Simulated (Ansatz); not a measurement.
## Phonons of LaGaO3 (Pm-3m) against volume

Aim: how the phonons of LaGaO3 (Pm-3m) shift with volume, and the thermal expansion that follows.

Calculated with Ansatz 0.2.0; DFT PBEsol, scalar-relativistic, plane waves, PAW; PAW set soft_1.

## Step 1: The structure

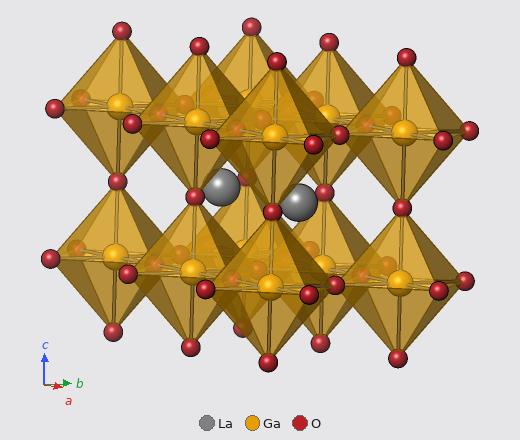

The cell as given, slightly off an axis (lanthanum grey, gallium orange, oxygen red). 2×1×1 cells are drawn. Some periodic images of atoms are drawn too.

Coordinates:

```cif
data_structure
_symmetry_space_group_name_H-M 'P 1'
_symmetry_Int_Tables_number 1
_cell_length_a 3.8650
_cell_length_b 3.8650
_cell_length_c 3.8650
_cell_angle_alpha 90.000
_cell_angle_beta 90.000
_cell_angle_gamma 90.000
_cell_volume 57.74
loop_
_atom_site_label
_atom_site_type_symbol
_atom_site_fract_x
_atom_site_fract_y
_atom_site_fract_z
_atom_site_occupancy
La1 La 0.50000 0.50000 0.50000 1
Ga2 Ga 0.00000 0.00000 0.00000 1
O3 O 0.00000 0.50000 0.00000 1
O4 O 0.00000 0.00000 0.50000 1
O5 O 0.50000 0.00000 0.00000 1
```

## Step 2: Phonons on a q mesh

The cell comes from relaxations at this level that are not shown. Stability and thermal properties need the whole zone. Linear response on a 4×4×4 q mesh gives force constants as far as a supercell of that size would, and the tensors from the zone-centre run are typed in so that the long-range dipole term is interpolated apart.

Contents of input.yaml:

```yaml
crystal:
  lattice:
    - [3.8649841263, 0.0, 0.0]
    - [0.0, 3.8649841263, 0.0]
    - [0.0, 0.0, 3.8649841263]
  atoms:
    - { symbol: La, position: [0.5, 0.5, 0.5] }
    - { symbol: Ga, position: [0.0, 0.0, 0.0] }
    - { symbol: O, position: [0.0, 0.5, 0.0] }
    - { symbol: O, position: [0.0, 0.0, 0.5] }
    - { symbol: O, position: [0.5, 0.0, 0.0] }
kpoints:
  mp_grid: { grid: [8, 8, 8] }
hamiltonian:
  xc: pbesol
  pseudopotentials: { kind: paw, azcp: { folder: soft_1 }, xc_functional: pbe }
scf:
  occupations: { method: fixed }
output:
  eigenvalues: true
phonons:
  method: dfpt
  qmesh: [4, 4, 4]
  temperatures: { t_max: 1000, t_step: 50 }
  qpath:
    path:
      - [[0.0, 0.0, 0.0], [0.0, 0.5, 0.0], [0.5, 0.5, 0.0], [0.0, 0.0, 0.0], [0.5, 0.5, 0.5], [0.0, 0.5, 0.0]]
      - [[0.5, 0.5, 0.5], [0.5, 0.5, 0.0]]
    npoints: 10
  non_analytic_term:
    high_frequency_dielectric_tensor: [[5.2665, 0.0, 0.0], [0.0, 5.2665, 0.0], [0.0, 0.0, 5.2665]]
    born_effective_charges:
      - { species: La, tensor: [[4.4818, 0.0, 0.0], [0.0, 4.4818, 0.0], [0.0, 0.0, 4.4818]] }
      - { species: Ga, tensor: [[3.224, 0.0, 0.0], [0.0, 3.224, 0.0], [0.0, 0.0, 3.224]] }
      - { species: O, tensor: [[-2.4474, 0.0, 0.0], [0.0, -2.8111, 0.0], [0.0, 0.0, -2.4474]] }
      - { species: O, tensor: [[-2.4474, 0.0, 0.0], [0.0, -2.4474, 0.0], [0.0, 0.0, -2.8111]] }
      - { species: O, tensor: [[-2.8111, 0.0, 0.0], [0.0, -2.4474, 0.0], [0.0, 0.0, -2.4474]] }
    source: "zone-centre run at this cell"
```

On the command line:

```sh
$ ansatz run input.yaml --threads 4 --pin off --max-ram 10240MiB --backend cpu --events-out ev --progress --plain --runs-dir out
```

Numbers of over 12 decimals in the logs are rounded to 6 here.

What it wrote:

```text
Engine: ansatz 0.2.0, aarch64-unknown-linux-gnu
Pseudopotentials: kind: paw
Pseudopotential: La, paw, valence charge 11, recommended cutoff 420 eV (normal), soft_1/La.paw.azcp
Pseudopotential: Ga, paw, valence charge 13, recommended cutoff 420 eV (normal), soft_1/Ga.paw.azcp
Pseudopotential: O, paw, valence charge 6, recommended cutoff 420 eV (normal), soft_1/O.paw.azcp
Functional definition: PBEsol
  exchange = pbesol_x
  correlation = pbesol_c
Crystal: 5 atoms, lattice volume = 57.736 Å³
Basis set: ecut = 420 eV, 1141 PW (Γ), exchange–correlation on 54×54×54 points (8 copies of the dense FFT grid, shifted against one another)
Bands: 26, of which v1, the nominal top of the filled ones, is band 21 counted from 1 (20 counted from 0)
Symmetry: 48 space group operations
k-points: 35 of 512
Non-local potential: La, projectors of the file, l = 0: 3, l = 1: 2, l = 2: 2, l = 3: 3
Non-local potential: Ga, projectors of the file, l = 0: 2, l = 1: 2, l = 2: 3, l = 3: 1
Non-local potential: O, projectors of the file, l = 0: 2, l = 1: 2, l = 2: 1
PAW form: soft (Blöchl's): semilocal exchange-correlation on the pseudo side does not see the compensation charge
PAW frozen core: La, regenerated for the run's functional, and the local potential with it (the file was generated under x = pbe(κ = 0.804, μ = 0.219515), c = pbe(β = 0.066725))
PAW frozen core: Ga, regenerated for the run's functional, and the local potential with it (the file was generated under x = pbe(κ = 0.804, μ = 0.219515), c = pbe(β = 0.066725))
PAW frozen core: O, regenerated for the run's functional, and the local potential with it (the file was generated under x = pbe(κ = 0.804, μ = 0.219515), c = pbe(β = 0.066725))
PAW one-centre angular grid: La, 590 points (default); XC on 64 Gauss nodes
PAW one-centre angular grid: Ga, 590 points (default); XC on 64 Gauss nodes
PAW one-centre angular grid: O, 110 points (default); XC on 64 Gauss nodes
Initial density: superposition of atomic densities (chi_scale 0.1, normalization cell, long waves kept (reshape's long-wave potential 0.00 eV rms))
Initial wavefunctions: pseudopotential atomic-orbital guess
Functional: x = pbesol(κ = 0.804, μ = 0.123457), c = pbesol(β = 0.046)
SCF iter   1: F=—  HF=-11593.449494 eV  |F-HF|=—  |Δ(HF+E_count)|=         —  Δρ=7.83e-2  dr2=1.91e0  ethr=3.10e-3  ⟨swp⟩=3.0  Hψ=3402  notcnv=0  defer=19
preconditioner: auto → Resta (q_TF=auto, 2.587 Å⁻¹)  ε∞=7.9  [insulator: Δε(μ)=2.392 eV  Ē_g=11.728 eV  n_scr=18 (ndim 8)  ℏωp=30.9 eV  f_vac=0.000  ε∞_Penn≈7.9]
SCF iter   2: F=—  HF=-11593.191132 eV  |F-HF|=—  |Δ(HF+E_count)|=   2.58e-1  Δρ=3.68e-2  dr2=3.99e-1  ethr=3.10e-3  ⟨swp⟩=3.7  Hψ=2134  notcnv=0  defer=47
SCF iter   3: F=—  HF=-11593.153842 eV  |F-HF|=—  |Δ(HF+E_count)|=   3.73e-2  Δρ=1.74e-2  dr2=9.58e-2  ethr=9.51e-4  ⟨swp⟩=2.0  Hψ=1742  notcnv=0  defer=25
SCF iter   4: F=—  HF=-11593.135170 eV  |F-HF|=—  |Δ(HF+E_count)|=   1.87e-2  Δρ=2.76e-3  dr2=3.14e-3  ethr=2.28e-4  ⟨swp⟩=2.4  Hψ=1707  notcnv=0  defer=74
SCF iter   5: F=—  HF=-11593.136619 eV  |F-HF|=—  |Δ(HF+E_count)|=   1.45e-3  Δρ=8.26e-4  dr2=2.89e-4  ethr=7.48e-6  ⟨swp⟩=2.2  Hψ=1716  notcnv=0  defer=103
SCF iter   6: F=—  HF=-11593.136531 eV  |F-HF|=—  |Δ(HF+E_count)|=   8.77e-5  Δρ=5.01e-4  dr2=8.73e-5  ethr=6.87e-7  ⟨swp⟩=2.0  Hψ=1638  notcnv=0  defer=103
SCF iter   7: F=—  HF=-11593.136470 eV  |F-HF|=—  |Δ(HF+E_count)|=   6.05e-5  Δρ=9.61e-5  dr2=3.81e-6  ethr=2.08e-7  ⟨swp⟩=2.0  Hψ=1491  notcnv=0  defer=104
SCF iter   8: F=—  HF=-11593.136478 eV  |F-HF|=—  |Δ(HF+E_count)|=   7.88e-6  Δρ=2.00e-5  dr2=2.57e-7  ethr=9.08e-9  ⟨swp⟩=2.0  Hψ=1575  notcnv=0  defer=93
SCF iter   9: F=—  HF=-11593.136478 eV  |F-HF|=—  |Δ(HF+E_count)|=   6.68e-8  Δρ=4.01e-6  dr2=7.09e-9  ethr=6.12e-10  ⟨swp⟩=2.1  Hψ=1482  notcnv=0  defer=70
SCF iter  10: F=—  HF=-11593.136478 eV  |F-HF|=—  |Δ(HF+E_count)|=   1.99e-9  Δρ=5.14e-7  dr2=1.58e-10  ethr=1.69e-11  ⟨swp⟩=2.0  Hψ=1587  notcnv=0  defer=64
SCF iter  11: F=—  HF=-11593.136478 eV  |F-HF|=—  |Δ(HF+E_count)|=  2.18e-11  Δρ=1.25e-7  dr2=1.03e-11  ethr=1.00e-12  ⟨swp⟩=2.4  Hψ=1623  notcnv=0  defer=65
SCF iter  12: F=-11593.136478 eV  HF=-11593.136478 eV  |F-HF|=3.64e-12  |Δ(HF+E_count)|=  7.28e-12  Δρ=4.33e-8  dr2=1.06e-12  ethr=1.00e-12  ⟨swp⟩=10.4  Hψ=5066  notcnv=0
SCF 1 converged in 12 iterations: F = -11593.136478 eV  dr2 = 1.06e-12
  greatest PAW one-centre occupation: 0.998 electrons in one spin orbital (limit 2), on the Ga atom at site 1 (counted from 0), in its partial waves of l = 2
NSCF: frozen V_eff on 35 k-points
NSCF: frozen V_eff on 125 k-points
DFPT response loops at q = (0, 0, 0) (fractional): preconditioner auto → none (the input reference at scf.mixing.eps_inf says where Resta's filter doesn't serve); β = 0.50; Broyden in place of MSR1
NSCF: frozen V_eff on 400 k-points
DFPT response loops at q = (0, 0, 0.25) (fractional): preconditioner auto → Resta (q_TF=auto, 2.587 Å⁻¹)  ε∞=4.2 (no band partly filled); β = 1.00, the filter's whole step (`scf.mixing.beta` (0.50) is not read by the response loops at its default; to damp them type it under 1.00, their step now; it binds the ground state too); Broyden in place of MSR1
NSCF: frozen V_eff on 250 k-points
DFPT response loops at q = (0, 0, -0.5) (fractional): mixed as the last ones told, above
NSCF: frozen V_eff on 640 k-points
DFPT response loops at q = (0, 0.25, 0.25) (fractional): mixed as the last ones told, above
NSCF: frozen V_eff on 400 k-points
DFPT response loops at q = (0, 0.25, -0.5) (fractional): mixed as the last ones told, above
NSCF: frozen V_eff on 250 k-points
DFPT response loops at q = (0, -0.5, -0.5) (fractional): mixed as the last ones told, above
NSCF: frozen V_eff on 1024 k-points
DFPT response loops at q = (0.25, 0.25, 0.25) (fractional): preconditioner auto → none (the input reference at scf.mixing.eps_inf says where Resta's filter doesn't serve); β = 0.50; Broyden in place of MSR1
NSCF: frozen V_eff on 640 k-points
DFPT response loops at q = (0.25, 0.25, -0.5) (fractional): preconditioner auto → Resta (q_TF=auto, 2.587 Å⁻¹)  ε∞=4.2 (no band partly filled); β = 1.00, the filter's whole step (`scf.mixing.beta` (0.50) is not read by the response loops at its default; to damp them type it under 1.00, their step now; it binds the ground state too); Broyden in place of MSR1
NSCF: frozen V_eff on 400 k-points
DFPT response loops at q = (0.25, -0.5, -0.5) (fractional): mixed as the last ones told, above
NSCF: frozen V_eff on 250 k-points
DFPT response loops at q = (-0.5, -0.5, -0.5) (fractional): preconditioner auto → none (the input reference at scf.mixing.eps_inf says where Resta's filter doesn't serve); β = 0.50; Broyden in place of MSR1
SCF converged after 12 iterations
Free energy (F): -11593.136478 eV
Harris-Foulkes:  -11593.136478 eV  (|F-HF|=3.64e-12)
Internal energy: -11593.136478 eV  (E = F + TS)
E sigma→0 (E₀):  -11593.136478 eV
Fermi energy:    11.551969 eV
--- Per-component energies (eV) ---
  E_band       = 75.637912
  E_kinetic    = 805.871031
  E_local      = -2418.787293  (includes V_loc(G=0)·N_el)
  E_nonlocal   = 162.280108
  E_hartree    = 1316.424277
  E_xc         = -418.033401
  E_vxc        = -475.073185  (∫ρ·V_xc dr)
  E_paw        = -7763.448487  (= ΣΔE_a)
  E_vpaw       = -631.503499  (= ΣTr[D̂ρ^β])
  E_aug_tail   = 0.002240  (compensation charges beyond the density's cutoff)
  E_ewald      = -3278.582831
  E_core_change = 1.137879  (= ΣΔE_core)
  E_smearing   = -0.000000  (= −TS)
  E_closure    = 0.000000  (closes the sum)
  Σ components = -11593.136478   (vs F -11593.136478, Δ=0.00e0)
--- Band table (eV; the first three rows and the last of 35) ---
  k-point 0: bands = [... 17 lower, 10.2006, 11.3217, 11.3217, 11.3217, 14.8989, 14.8989, 15.4525, 15.8440, ... 1 higher]
  k-point 1: bands = [... 17 lower, 10.1258, 10.9758, 11.2346, 11.2346, 15.0955, 15.1761, 15.8277, 15.9284, ... 1 higher]
  k-point 2: bands = [... 17 lower, 10.0230, 10.2329, 10.9980, 10.9980, 15.4207, 15.6290, 15.7916, 15.9779, ... 1 higher]
  k-point 34: bands = [... 17 lower, 11.5392, 11.5520, 11.5520, 11.5520, 15.7311, 15.7311, 15.7311, 15.9396, ... 1 higher]
--- Phonons (Γ-DFPT): 4 representative perturbations + reference (Σ response iterations 14) ---
  ASR residual: 3.761e-5 → 0.000e0 eV/Å²; symmetrization residual: 7.303e-7 eV/Å²
  ASR residual per site (eV/Å²): 1.02e-5 3.73e-5 3.76e-5 3.76e-5 3.76e-5
  Γ frequencies (cm⁻¹): 0.00 0.00 0.00 66.92 66.92 66.92 175.46 175.46 175.46 250.66 250.66 250.66 653.69 653.69 653.69
--- Phonons (arbitrary-q DFPT): 10 irreducible q on the 4×4×4 mesh ---
  q = [0.0000, 0.0000, 0.0000] (star 1, of the zone-centre solve; hermiticity 6.68e-8, symmetrization 1.36e-12): -0.00 -0.00 0.00 66.92 66.92 66.92 175.46 175.46 175.46 250.66 250.66 250.66 653.69 653.69 653.69
  q = [0.0000, 0.0000, 0.2500] (star 6, 9 solved perturbations in 1560 linear systems a pass and spin channel, the states on 200 of 512 k-point pairs; hermiticity 9.94e-8, symmetrization 1.20e-12): 49.54 49.54 111.04 111.04 128.52 205.33 205.33 218.20 223.01 251.68 251.68 452.27 653.53 653.53 703.39
  q = [0.0000, 0.0000, -0.5000] (star 3, 9 solved perturbations in 975 linear systems a pass and spin channel, the states on 125 of 512 k-point pairs; hermiticity 1.26e-7, symmetrization 1.04e-12): 57.32 57.32 142.01 142.01 179.59 235.53 235.53 250.35 250.35 250.61 263.19 455.74 653.39 653.39 690.84
  q = [0.0000, 0.2500, 0.2500] (star 12, 9 solved perturbations in 2460 linear systems a pass and spin channel, the states on 320 of 512 k-point pairs; hermiticity 5.73e-8, symmetrization 4.30e-14): 45.58 56.13 71.60 121.18 150.99 174.02 215.19 227.76 255.15 287.63 300.60 448.98 590.43 653.24 736.06
  q = [0.0000, 0.2500, -0.5000] (star 12, 15 solved perturbations on 200 of 512 k-point pairs; hermiticity 8.76e-8, symmetrization 7.28e-14): -54.47 59.30 78.26 120.58 177.36 190.31 248.39 252.20 257.14 310.66 328.73 446.03 558.22 652.93 739.65
  q = [0.0000, -0.5000, -0.5000] (star 3, 9 solved perturbations in 975 linear systems a pass and spin channel, the states on 125 of 512 k-point pairs; hermiticity 4.97e-8, symmetrization 1.34e-13): -174.98 59.63 73.22 73.22 200.64 232.33 232.33 267.54 267.54 352.75 352.75 438.10 491.05 652.44 752.24
  q = [0.2500, 0.2500, 0.2500] (star 8, 4 solved perturbations in 1376 linear systems a pass and spin channel, the states on 512 of 512 k-point pairs; hermiticity 4.45e-8, symmetrization 3.12e-13): -53.88 60.44 60.44 86.49 86.49 110.37 246.83 266.40 266.40 322.54 322.54 437.49 588.41 588.41 762.10
  q = [0.2500, 0.2500, -0.5000] (star 12, 9 solved perturbations in 2460 linear systems a pass and spin channel, the states on 320 of 512 k-point pairs; hermiticity 6.49e-8, symmetrization 2.23e-13): -113.68 22.59 68.03 79.07 106.41 108.44 254.61 267.84 308.01 339.70 344.97 426.81 541.39 586.31 768.94
  q = [0.2500, -0.5000, -0.5000] (star 6, 9 solved perturbations in 1560 linear systems a pass and spin channel, the states on 200 of 512 k-point pairs; hermiticity 8.00e-8, symmetrization 1.71e-13): -194.53 -89.60 -89.60 81.51 101.39 101.39 260.84 309.33 309.33 362.20 362.20 408.64 488.49 566.31 779.26
  q = [-0.5000, -0.5000, -0.5000] (star 1, 4 solved perturbations in 350 linear systems a pass and spin channel, the states on 125 of 512 k-point pairs; hermiticity 2.97e-8, symmetrization 2.80e-13): -212.99 -212.99 -212.99 94.43 94.43 94.43 311.92 311.92 311.92 373.91 373.91 373.91 485.80 485.80 789.62
  sum rule: each row above includes the acoustic sum rule's correction from the zone centre's row sums; it moved no ω² by more than (0.80 cm⁻¹)²
  mesh force constants: q→R imaginary residual 1.63e-18; ASR residual 3.761e-5 → 0.000e0 eV/Å²; symmetrization residual 2.132e-14 eV/Å²
  interpolated dispersion: 63 rows × 15 modes
  density of states and harmonic sums: on the 16×16×16 q-mesh, interpolated from the force constants of a 4×4×4 supercell (with the dipole–dipole term of supplied tensors)
  largest difference from the sums on the solved wave vectors: F 2.43e-2 eV, S 2.63e-5 and C_V 1.05e-5 eV/K
  zero-point energy: 0.267392 eV/cell   skipped modes (ω ≤ 0): 153, of them read as no rigid motion or as one in doubt: 150 (8.779e-1 modes/cell left out, lowest -212.99 cm⁻¹)   left out of the sums: 5.86e-2 of the cell's modes: C_V's classical limit lies that fraction below 3 k_B per atom; for a crystal, a wire or a layer, F and S can be off by more, and a phonons.interpolated_qmesh denser along its periods is the remedy for the sampling
```

Run time: 13 min. Hardware: 4 threads of Arm Neoverse V1, shared host; peak memory 2.3 GiB.

This step gave:

```
gap on the k-mesh                                       : 3.347 eV
volume per atom                                         : 11.55 Å³
sum-rule residual before enforcement                    : 3.76e-5 eV/Å²
lowest frequency on the path                            : -213.0 cm⁻¹
point group                                             : m-3m
highest frequency on the path or at a solved wavevector : 789.6 cm⁻¹
highest optical mode at the zone centre (no LO-TO term) : 653.7 cm⁻¹
lowest optical zone-centre mode                         : 66.92 cm⁻¹
lowest mode on the q mesh (acoustic modes at Γ apart)   : -213.0 cm⁻¹
```

Frequencies (cm⁻¹) solved at each irreducible wavevector; negative means imaginary. Frequencies by wavevector, by row:

| q in reciprocal lattice units | star | mode 1 | mode 2 | mode 3 | mode 4 | mode 13 | mode 14 | mode 15 |
| --- | --- | --- | --- | --- | --- | --- | --- | --- |
| 0 0 0 | 1 | 0 | 0 | 0 | 66.9 | 653.7 | 653.7 | 653.7 |
| 0 0 0.25 | 6 | 49.5 | 49.5 | 111 | 111 | 653.5 | 653.5 | 703.4 |
| 0 0 -0.5 | 3 | 57.3 | 57.3 | 142 | 142 | 653.4 | 653.4 | 690.8 |
| 0 0.25 0.25 | 12 | 45.6 | 56.1 | 71.6 | 121.2 | 590.4 | 653.2 | 736.1 |
| 0 0.25 -0.5 | 12 | -54.5 | 59.3 | 78.3 | 120.6 | 558.2 | 652.9 | 739.6 |
| 0 -0.5 -0.5 | 3 | -175 | 59.6 | 73.2 | 73.2 | 491.1 | 652.4 | 752.2 |
| 0.25 0.25 0.25 | 8 | -53.9 | 60.4 | 60.4 | 86.5 | 588.4 | 588.4 | 762.1 |
| 0.25 0.25 -0.5 | 12 | -113.7 | 22.6 | 68 | 79.1 | 541.4 | 586.3 | 768.9 |
| 0.25 -0.5 -0.5 | 6 | -194.5 | -89.6 | -89.6 | 81.5 | 488.5 | 566.3 | 779.3 |
| -0.5 -0.5 -0.5 | 1 | -213 | -213 | -213 | 94.4 | 485.8 | 485.8 | 789.6 |

Symmetry leaves 10 wavevectors to solve. The lowest mode among them, the acoustic zeros apart, lies at q = (-0.5, -0.5, -0.5) and is imaginary, 213.0i cm⁻¹, so the energy falls along it.

## Step 3: Relaxing at another volume, volume ratio 0.97

The volume is scaled by 0.97 and held; symmetry leaves nothing to relax, so this is a single point. The modes can then be followed against volume.

input.yaml, the sections that differ from step 2:

```yaml
crystal:
  lattice:
    - [3.8259412132, 0.0, 0.0]
    - [0.0, 3.8259412132, 0.0]
    - [0.0, 0.0, 3.8259412132]
  atoms:
    - { symbol: La, position: [0.5, 0.5, 0.5] }
    - { symbol: Ga, position: [0.0, 0.0, 0.0] }
    - { symbol: O, position: [0.0, 0.5, 0.0] }
    - { symbol: O, position: [0.0, 0.0, 0.5] }
    - { symbol: O, position: [0.5, 0.0, 0.0] }
output:
  forces: true
  stress: true
  eigenvalues: true
# kpoints, hamiltonian, scf: as in step 2
# phonons: removed
```

What it wrote:

```text
[...]
Crystal: 5 atoms, lattice volume = 56.003 Å³
Basis set: ecut = 420 eV, 1045 PW (Γ), exchange–correlation on 54×54×54 points (8 copies of the dense FFT grid, shifted against one another)
Bands: 26, of which v1, the nominal top of the filled ones, is band 21 counted from 1 (20 counted from 0)
Symmetry: 48 space group operations
[...]
k-points: 35 of 512
[...]
k-point 0: bands = [... 17 lower, 10.6111, 11.8149, 11.8149, 11.8149, 15.4216, 15.4216, 16.3251, 16.4880, ... 1 higher]
  k-point 1: bands = [... 17 lower, 10.5344, 11.4755, 11.7231, 11.7231, 15.6338, 15.7191, 16.4700, 16.6886, ... 1 higher]
  k-point 2: bands = [... 17 lower, 10.4349, 10.7296, 11.4749, 11.4749, 16.0061, 16.2304, 16.4304, 16.6316, ... 1 higher]
  k-point 34: bands = [... 17 lower, 12.0206, 12.0206, 12.0839, 12.0839, 16.3681, 16.3681, 16.3681, 16.5926, ... 1 higher]
[key lines of the parts left out:]
SCF converged after 9 iterations
Free energy (F): -11593.103057 eV
Fermi energy:    12.083904 eV
P = ⅓ Tr σ = 6.3370 GPa (63.370 kbar)
```

Elapsed: 1.2 s, on 4 threads; peak memory 0.39 GiB; 4.2 s of CPU time.

Numbers from this step:

* pressure: 6.337 GPa
* gap on the k-mesh: 3.338 eV
* volume per atom: 11.20 Å³
* direct gap on mesh: 3.607 eV

At this level the gap is 3.34 eV on the k-mesh of the self-consistent run, which can miss the band edges.

(Continued in part 2 of 2.)

[Logs are printed without paths, hosts, clocks, repeated set-up lines and the standing remarks that a program may print on its own settings, such as how far it seeks lower states.]

[Hosts, paths, dates, database ids (printed as entryN), source tags and the programs' standing remarks are cut or masked in the printed files.]
